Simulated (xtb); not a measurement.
# Run report: BSiH₃OF₂, geometry relaxation (part 2 of 3)

BSiH₃OF₂, SMILES O[SiH2]B(F)F; GFN2-xTB (xtb 6.7.1 later snapshot). The geometry comes from this level: GFN2-xTB.

Geometry of the input (Å):
```
O  -0.6163  0.5345  1.5501
Si -0.0900  -0.5731  0.4766
B  0.5539  0.2920  -1.1896
F  1.2642  -0.3007  -2.1329
F  0.3003  1.5564  -1.4965
H  -1.1758  1.2716  1.3221
H  0.9359  -1.2468  1.2686
H  -1.1722  -1.5339  0.2016
```

The program's output, continued:
```
 iter      E             dE          RMSdq      gap      omega  full diag
   1    -18.2426052 -0.182426E+02  0.220E-02    3.66       0.0  T
   2    -18.2426052 -0.408140E-08  0.133E-02    3.66       2.7  T
   3    -18.2426052  0.115262E-08  0.162E-03    3.66      21.8  T
   4    -18.2426052 -0.365719E-08  0.902E-04    3.66      39.2  T
   5    -18.2426052 -0.120401E-10  0.169E-04    3.66     208.9  T
     SCC iter.                  ...        0 min,  0.001 sec
     gradient                   ...        0 min,  0.001 sec
 * total energy  :   -18.1568754 Eh     change       -0.1635049E-06 Eh
   gradient norm :     0.0000992 Eh/α   predicted    -0.8497682E-07 ( -48.03%)
   displ. norm   :     0.0050426 α      lambda       -0.4324335E-07
   maximum displ.:     0.0044511 α      in ANC's #1, #2, #5, ...

........................................................................
.............................. CYCLE    9 ..............................
........................................................................

 iter      E             dE          RMSdq      gap      omega  full diag
   1    -18.2426125 -0.182426E+02  0.837E-03    3.66       0.0  T
   2    -18.2426125 -0.578432E-09  0.507E-03    3.66       7.0  T
   3    -18.2426125 -0.261114E-09  0.436E-04    3.66      81.1  T
   4    -18.2426125 -0.250822E-11  0.183E-04    3.66     193.6  T
     SCC iter.                  ...        0 min,  0.001 sec
     gradient                   ...        0 min,  0.001 sec
 * total energy  :   -18.1568754 Eh     change       -0.4924688E-07 Eh
   gradient norm :     0.0000602 Eh/α   predicted    -0.2322614E-07 ( -52.84%)
   displ. norm   :     0.0024690 α      lambda       -0.2514408E-07
   maximum displ.:     0.0022632 α      in ANC's #1, #3, #11, ...

   *** GEOMETRY OPTIMIZATION CONVERGED AFTER 9 ITERATIONS ***

------------------------------------------------------------------------
 total energy gain   :        -0.0000049 Eh       -0.0031 kcal/mol
 total RMSD          :         0.0352627 a0        0.0187 Å
 total power (kW/mol):        -0.0014233 (step)   -0.5701 (real)
------------------------------------------------------------------------

 ANCopt (total)                0 d,  0 h,  0 min,  0.022 sec
 optimizer setup                ...        0 min,  0.000 sec (  0.304%)
 model hessian                  ...        0 min,  0.000 sec (  1.113%)
 ANC generation                 ...        0 min,  0.000 sec (  0.410%)
 coordinate transformation      ...        0 min,  0.000 sec (  0.176%)
 single point calculation       ...        0 min,  0.021 sec ( 92.696%)
 optimization log               ...        0 min,  0.000 sec (  2.006%)
 hessian update                 ...        0 min,  0.000 sec (  0.171%)
 rational function              ...        0 min,  0.000 sec (  1.936%)

================
 final structure:
================
$coord
       -1.14097636928816        1.01453725305284        2.93671459978087      o
       -0.17501738758790       -1.08023837119181        0.89599792825931      si
        1.04773914886785        0.55054830991237       -2.25328891178398      b
        2.44025918569418       -0.55706061587992       -4.00285581448765      f
        0.52613413647788        2.92298124834798       -2.86682346857397      f
       -2.22226823049985        2.39636674230468        2.52763365824124      h
        1.76042417835774       -2.36807409395118        2.38282701571835      h
       -2.23629466202074       -2.87904157533398        0.37977609558383      h
$end

 Bond Distances (Angstroems)
 ---------------------------
O1-Si2=1.6298        O1-H6=0.9534         Si2-O1=1.6298        Si2-B3=1.9851        Si2-H7=1.4603        Si2-H8=1.4733
B3-Si2=1.9851        B3-F4=1.3205         B3-F5=1.3258         F4-B3=1.3205         F5-B3=1.3258         H6-O1=0.9534
H7-Si2=1.4603        H8-Si2=1.4733
 O  H  Rav=0.9534 sigma=0.0000  Rmin=0.9534  Rmax=0.9534     1
 F  B  Rav=1.3231 sigma=0.0026  Rmin=1.3205  Rmax=1.3258     2
 Si H  Rav=1.4668 sigma=0.0065  Rmin=1.4603  Rmax=1.4733     2
 Si B  Rav=1.9851 sigma=0.0000  Rmin=1.9851  Rmax=1.9851     1
 Si O  Rav=1.6298 sigma=0.0000  Rmin=1.6298  Rmax=1.6298     1

 selected bond angles (degree)
 --------------------
H6-O1-Si2=124.02               B3-Si2-O1=111.27               H7-Si2-O1=100.39               H7-Si2-B3=115.25
H8-Si2-O1=109.27               H8-Si2-B3=111.50               H8-Si2-H7=108.52               F4-B3-Si2=125.28
F5-B3-Si2=123.32               F5-B3-F4=111.40

 selected dihedral angles (degree)
 ---------------------------------
B3-Si2-O1-H6= 46.53           H7-Si2-O1-H6=169.00           H8-Si2-O1-H6=282.97           F4-B3-Si2-O1=164.18
F4-B3-Si2-H7= 50.75           F4-B3-Si2-H8=286.47           F5-B3-Si2-O1=343.46           F5-B3-Si2-H7=230.02
F5-B3-Si2-H8=105.74
           -------------------------------------------------
          |                Final Singlepoint                |
           -------------------------------------------------

          ...................................................
          :                      SETUP                      :
          :.................................................:
          :  # basis functions                  29          :
          :  # atomic orbitals                  28          :
          :  # shells                           14          :
          :  # electrons                        30          :
          :  max. iterations                   250          :
          :  Hamiltonian                  GFN2-xTB          :
          :  restarted?                      false          :
          :  GBSA solvation                  false          :
          :  PC potential                    false          :
          :  electronic temp.          300.0000000     K    :
          :  accuracy                    1.0000000          :
          :  -> integral cutoff          0.2500000E+02      :
          :  -> integral neglect         0.1000000E-07      :
          :  -> SCF convergence          0.1000000E-05 Eh   :
          :  -> wf. convergence          0.1000000E-03 e    :
          :  Broyden damping             0.4000000          :
          :  net charge                          0          :
          :  unpaired electrons                  0          :
          ...................................................

 iter      E             dE          RMSdq      gap      omega  full diag
   1    -18.2426125 -0.182426E+02  0.422E-05    3.66       0.0  T
   2    -18.2426125 -0.255440E-11  0.315E-05    3.66    1121.3  T
   3    -18.2426125 -0.682121E-12  0.190E-05    3.66    1858.2  T

   *** convergence criteria satisfied after 3 iterations ***

         #    Occupation            Energy/Eh            Energy/eV
      -------------------------------------------------------------
         1        2.0000           -0.8309367             -22.6109
       ...           ...                  ...                  ...
         9        2.0000           -0.5324378             -14.4884
        10        2.0000           -0.5156125             -14.0305
        11        2.0000           -0.5060893             -13.7714
        12        2.0000           -0.4934510             -13.4275
        13        2.0000           -0.4892568             -13.3134
        14        2.0000           -0.4289535             -11.6724
        15        2.0000           -0.4004639             -10.8972 (HOMO)
        16                         -0.2661021              -7.2410 (LUMO)
        17                         -0.1881690              -5.1203
        18                         -0.1473781              -4.0104
        19                         -0.1238517              -3.3702
        20                         -0.0288083              -0.7839
       ...                                ...                  ...
        28                          0.7698878              20.9497
      -------------------------------------------------------------
                  HL-Gap            0.1343618 Eh            3.6562 eV
             Fermi-level           -0.3332830 Eh           -9.0691 eV

 SCC (total)                   0 d,  0 h,  0 min,  0.003 sec
 SCC setup                      ...        0 min,  0.000 sec (  7.561%)
 Dispersion                     ...        0 min,  0.000 sec (  0.669%)
 classical contributions        ...        0 min,  0.000 sec (  0.300%)
 integral evaluation            ...        0 min,  0.001 sec ( 20.896%)
 iterations                     ...        0 min,  0.001 sec ( 30.331%)
 molecular gradient             ...        0 min,  0.001 sec ( 36.894%)
 printout                       ...        0 min,  0.000 sec (  2.874%)

         :::::::::::::::::::::::::::::::::::::::::::::::::::::
         ::                     SUMMARY                     ::
         :::::::::::::::::::::::::::::::::::::::::::::::::::::
         :: total energy             -18.156875399414 Eh    ::
         :: gradient norm              0.000059700201 Eh/a0 ::
         :: HOMO-LUMO gap              3.656170851674 eV    ::
         ::.................................................::
         :: SCC energy               -18.242610185089 Eh    ::
         :: -> isotropic ES            0.077198520596 Eh    ::
         :: -> anisotropic ES          0.001944555724 Eh    ::
         :: -> anisotropic XC         -0.005174364125 Eh    ::
         :: -> dispersion             -0.003582496263 Eh    ::
         :: repulsion energy           0.085734785675 Eh    ::
         :: add. restraining           0.000000000000 Eh    ::
         :: total charge              -0.000000000000 e     ::
         :::::::::::::::::::::::::::::::::::::::::::::::::::::

           -------------------------------------------------
          |                Property Printout                |
           -------------------------------------------------

    * Orbital Energies and Occupations

         #    Occupation            Energy/Eh            Energy/eV
      -------------------------------------------------------------
         1        2.0000           -0.8309367             -22.6109
       ...           ...                  ...                  ...
         3        2.0000           -0.7717637             -21.0008
         4        2.0000           -0.6648711             -18.0921
         5        2.0000           -0.5715839             -15.5536
         6        2.0000           -0.5622186             -15.2987
         7        2.0000           -0.5506487             -14.9839
         8        2.0000           -0.5501480             -14.9703
         9        2.0000           -0.5324378             -14.4884
        10        2.0000           -0.5156125             -14.0305
        11        2.0000           -0.5060893             -13.7714
        12        2.0000           -0.4934510             -13.4275
        13        2.0000           -0.4892568             -13.3134
        14        2.0000           -0.4289535             -11.6724
        15        2.0000           -0.4004639             -10.8972 (HOMO)
        16                         -0.2661021              -7.2410 (LUMO)
        17                         -0.1881690              -5.1203
        18                         -0.1473781              -4.0104
        19                         -0.1238517              -3.3702
        20                         -0.0288083              -0.7839
        21                         -0.0185731              -0.5054
        22                          0.1286395               3.5005
        23                          0.3937260              10.7138
        24                          0.4481784              12.1956
        25                          0.5283725              14.3777
        26                          0.5526173              15.0375
       ...                                ...                  ...
        28                          0.7698878              20.9497
      -------------------------------------------------------------
                  HL-Gap            0.1343618 Eh            3.6562 eV
             Fermi-level           -0.3332830 Eh           -9.0691 eV

     #   Z          covCN         q      C6AA      α(0)
     1   8          1.576    -0.472    22.357     6.380
     2  14          3.539     0.451   100.552    19.332
     3   5          2.375     0.424    20.660     8.521
     4   9          0.724    -0.270    11.987     4.089
     5   9          0.724    -0.275    12.043     4.098
     6   1          0.808     0.309     0.695     1.309
     7   1          0.919    -0.076     4.779     3.419
     8   1          0.915    -0.092     5.286     3.596

 Mol. C6AA /au·bohr⁶  :        959.205550
 Mol. C8AA /au·bohr⁸  :      31955.629094
 Mol. α(0) /au        :         50.743928

Wiberg/Mayer (AO) data.
largest (>0.10) Wiberg bond orders for each atom

 ---------------------------------------------------------------------------
     #   Z sym  total        # sym  WBO       # sym  WBO       # sym  WBO
 ---------------------------------------------------------------------------
     1   8      2.193 --     2      1.219     6      0.882
     2  14      3.858 --     1      1.219     7      0.892     8      0.885
                             3      0.845
     3   5      3.181 --     4      1.112     5      1.101     2      0.845
     4   9      1.168 --     3      1.112
     5   9      1.160 --     3      1.101
     6   1      0.905 --     1      0.882
     7   1      0.994 --     2      0.892
     8   1      0.992 --     2      0.885
 ---------------------------------------------------------------------------

Topologies differ in total number of bonds
Writing topology from bond orders to xtbtopo.mol

molecular dipole:
                 x           y           z       tot (Debye)
 q only:       -0.512      -0.203       0.494
   full:       -0.469       0.193       0.096       1.313
molecular quadrupole (traceless):
                xx          xy          yy          xz          yz          zz
 q only:        3.153      -1.649       2.124       2.379       2.590      -5.277
  q+dip:        4.332      -1.242       1.301       2.831       2.405      -5.633
   full:        4.531      -1.539       1.250       2.743       2.734      -5.780

           -------------------------------------------------
          |                Geometry Summary                 |
           -------------------------------------------------

      molecular mass/u    :       95.9165603
   center of mass at/Å    :        0.2305795       0.1871402      -0.4269697
  moments of inertia/u·Å² :        0.6946379E+02   0.2149664E+03   0.2763264E+03
rotational constants/cm⁻¹ :        0.2426823E+00   0.7841984E-01   0.6100622E-01

 * 7 selected distances

     #   Z          #   Z                                           value/Å
     1   8          2  14                                         1.6298046
     2  14          3   5                                         1.9851277 (max)
     3   5          4   9                                         1.3204954
     3   5          5   9                                         1.3257907
     1   8          6   1                                         0.9533995 (min)
     2  14          7   1                                         1.4602911
     2  14          8   1                                         1.4732662

 * 5 distinct bonds (by element types)

   Z      Z             #   av. dist./Å        max./Å        min./Å
   1 H    8 O           1     0.9533995     0.9533995     0.9533995
   5 B    9 F           2     1.3231431     1.3257907     1.3204954
   1 H   14 Si          2     1.4667786     1.4732662     1.4602911
   5 B   14 Si          1     1.9851277     1.9851277     1.9851277
   8 O   14 Si          1     1.6298046     1.6298046     1.6298046

optimized geometry written to: xtbopt.coord

           -------------------------------------------------
          | TOTAL ENERGY              -18.156875399414 Eh   |
          | GRADIENT NORM               0.000059700201 Eh/α |
          | HOMO-LUMO GAP               3.656170851674 eV   |
           -------------------------------------------------

------------------------------------------------------------------------
------------------------------------------------------------------------
 total:
 *  cpu-time:     0 d,  0 h,  0 min,  0.037 sec
 * ratio c/w:     0.999 speedup
 SCF:
 *  cpu-time:     0 d,  0 h,  0 min,  0.004 sec
 * ratio c/w:     0.996 speedup
 ANC optimizer:
 *  cpu-time:     0 d,  0 h,  0 min,  0.026 sec
 * ratio c/w:     1.000 speedup
```

Trajectory as extended XYZ (Å, eV, eV/Å), 9 frames, from step=0 to step=8:
```
8
Properties=species:S:1:pos:R:3 step=0 energy=-494.07362
O    -0.6163    0.5345    1.5501
Si   -0.0900   -0.5731    0.4766
B     0.5539    0.2920   -1.1896
F     1.2642   -0.3007   -2.1329
F     0.3003    1.5564   -1.4965
H    -1.1758    1.2716    1.3221
H     0.9359   -1.2468    1.2686
H    -1.1722   -1.5339    0.2016
8
Properties=species:S:1:pos:R:3 step=1 energy=-494.07366
O    -0.6155    0.5342    1.5508
Si   -0.0916   -0.5733    0.4758
B     0.5544    0.2918   -1.1899
F     1.2670   -0.3002   -2.1310
F     0.2996    1.5556   -1.4988
H    -1.1759    1.2716    1.3245
H     0.9362   -1.2455    1.2659
H    -1.1742   -1.5344    0.2027
8
Properties=species:S:1:pos:R:3 step=2 energy=-494.07366
O    -0.6139    0.5342    1.5516
Si   -0.0923   -0.5732    0.4753
B     0.5521    0.2909   -1.1917
F     1.2720   -0.2989   -2.1279
F     0.2978    1.5547   -1.5019
H    -1.1757    1.2714    1.3273
H     0.9360   -1.2458    1.2643
H    -1.1760   -1.5333    0.2030
8
Properties=species:S:1:pos:R:3 step=3 energy=-494.07369
O    -0.6131    0.5343    1.5520
Si   -0.0921   -0.5728    0.4752
B     0.5536    0.2915   -1.1911
F     1.2734   -0.2988   -2.1271
F     0.2948    1.5537   -1.5042
H    -1.1755    1.2712    1.3285
H     0.9352   -1.2471    1.2644
H    -1.1763   -1.5319    0.2023
8
Properties=species:S:1:pos:R:3 step=4 energy=-494.07371
O    -0.6117    0.5347    1.5524
Si   -0.0921   -0.5725    0.4750
B     0.5543    0.2916   -1.1910
F     1.2765   -0.2984   -2.1256
F     0.2915    1.5523   -1.5066
H    -1.1756    1.2707    1.3303
H     0.9346   -1.2483    1.2637
H    -1.1775   -1.5302    0.2017
8
Properties=species:S:1:pos:R:3 step=5 energy=-494.07373
O    -0.6094    0.5354    1.5529
Si   -0.0922   -0.5721    0.4747
B     0.5545    0.2917   -1.1914
F     1.2810   -0.2975   -2.1235
F     0.2875    1.5508   -1.5099
H    -1.1759    1.2699    1.3327
H     0.9336   -1.2498    1.2628
H    -1.1792   -1.5282    0.2016
8
Properties=species:S:1:pos:R:3 step=6 energy=-494.07374
O    -0.6064    0.5362    1.5535
Si   -0.0924   -0.5718    0.4744
B     0.5545    0.2915   -1.1919
F     1.2865   -0.2964   -2.1207
F     0.2828    1.5486   -1.5138
H    -1.1762    1.2688    1.3357
H     0.9327   -1.2514    1.2617
H    -1.1815   -1.5255    0.2010
8
Properties=species:S:1:pos:R:3 step=7 energy=-494.07375
O    -0.6045    0.5367    1.5539
Si   -0.0926   -0.5716    0.4741
B     0.5545    0.2914   -1.1924
F     1.2900   -0.2953   -2.1190
F     0.2798    1.5474   -1.5163
H    -1.1762    1.2682    1.3373
H     0.9317   -1.2527    1.2611
H    -1.1828   -1.5242    0.2012
8
Properties=species:S:1:pos:R:3 step=8 energy=-494.07375
O    -0.6038    0.5369    1.5540
Si   -0.0926   -0.5716    0.4741
B     0.5544    0.2913   -1.1924
F     1.2913   -0.2948   -2.1182
F     0.2784    1.5468   -1.5171
H    -1.1760    1.2681    1.3376
H     0.9316   -1.2531    1.2609
H    -1.1834   -1.5235    0.2010
```

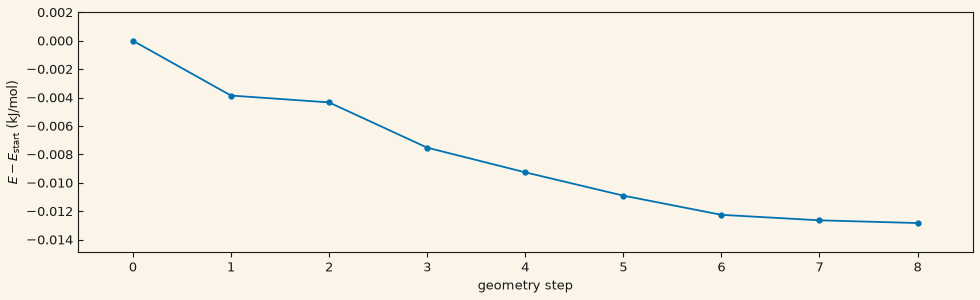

Fig. 1: Progress of the relaxation, step by step (steps are counted from 0).

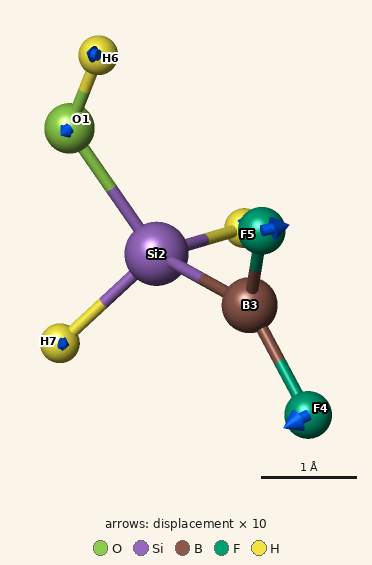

Fig. 2: The starting structure with the displacements as blue arrows, magnified 10 times (ball-and-stick view, seen at a tilt). The two geometries are laid on each other by the best rigid fit. After 8 geometry steps the energy has fallen by 0.01 kJ/mol. The largest moves after the best rigid fit, 0.032 Å, are those of F4 and F5. Largest moves by element: F 0.032 Å, H 0.016 Å, O 0.013 Å, Si 0.004 Å, B 0.003 Å. (Atoms are counted from 1 in the order of the input.)
